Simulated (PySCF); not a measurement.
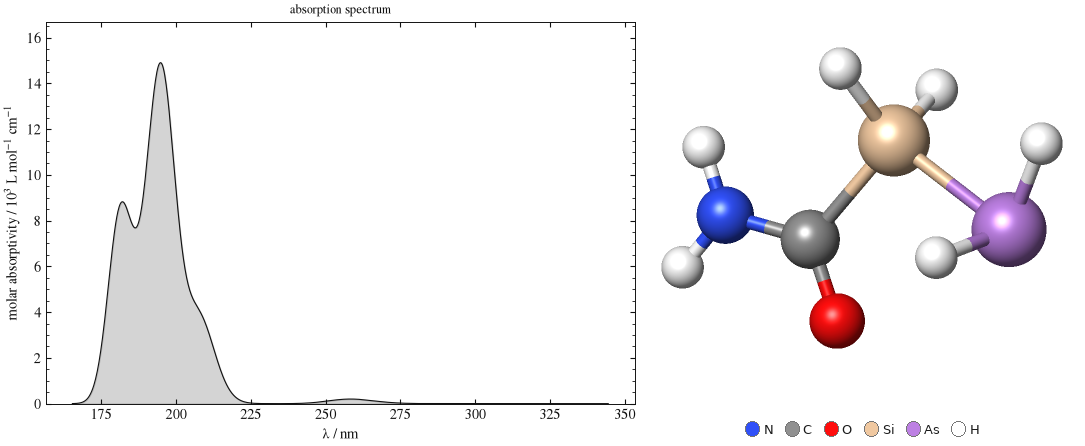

Computed absorption of CH₆AsNOSi, SMILES NC(=O)[SiH2][AsH2]. Vertical TDDFT excitations, PBE0/def2-SVPD in PySCF 2.14.0, at a PBE0-D3(BJ)/def2-SVP geometry (no frequency check), gas phase. Only the first 10 singlet excitations are included; each is broadened by a Gaussian of 1/e half-width 0.20 eV.

> Does any vertical transition fall in the visible?

No singlet lies below 3.1 eV (beyond 400 nm), so at this level no vertical transition falls in the visible.

> List the transitions behind the spectrum.

```tsv
state	E (eV)	λ (nm)	f	main character
S1	4.80	258	0.002	HOMO → LUMO (79 %)
S2	5.91	210	0.007	HOMO → LUMO+1 (78 %)
S3	5.97	208	0.038	HOMO−1 → LUMO (83 %)
S4	6.29	197	0.073	HOMO → LUMO+2 (38 %)
S5	6.39	194	0.111	HOMO → LUMO+2 (56 %)
S6	6.56	189	0.017	HOMO−1 → LUMO+2 (38 %)
S7	6.62	187	0.012	HOMO−1 → LUMO+2 (42 %)
S8	6.80	182	0.068	HOMO−2 → LUMO (50 %)
S9	6.88	180	0.029	HOMO−1 → LUMO+3 (75 %)
S10	7.00	177	0.014	HOMO−2 → LUMO+1 (45 %)
```

Known limits of this run: one conformer of a flexible molecule; core orbitals are frozen in the response.
